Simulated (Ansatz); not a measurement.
# Response to strain in BAs

Start from BAs in the zinc blende structure (space group F-43m, No. 216; a = 4.7677 Å). Axes: x, y, z lie along the cube axes.

Strains are applied to the cell and any free atomic positions relax; under biaxial strain the out-of-plane vector relaxes too.

Method: PBEsol (Ansatz, a program for electronic structure, PAW, no spin-orbit coupling), earlier PAW set.

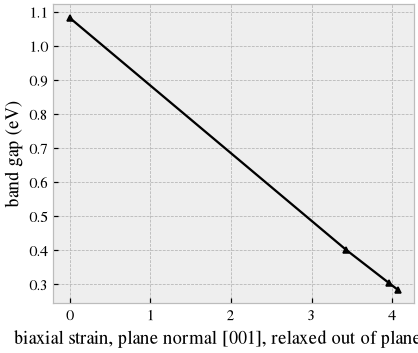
*Band gap against biaxial strain, plane normal [001], relaxed out of plane*

Task: From the plot, what is the band gap for biaxial strain +3.96 %, plane normal [001], relaxed out of plane?

Result: About 0.30 eV.

Task: Is the trend monotonic over the range shown?

Result: Yes, it falls throughout, spanning 0.28 eV to 1.08 eV.

Whether these cells are dynamically stable was not tested. The zero or small gap of BAs under biaxial strain +4.07 %, plane normal [001], relaxed out of plane can change with the level of theory.
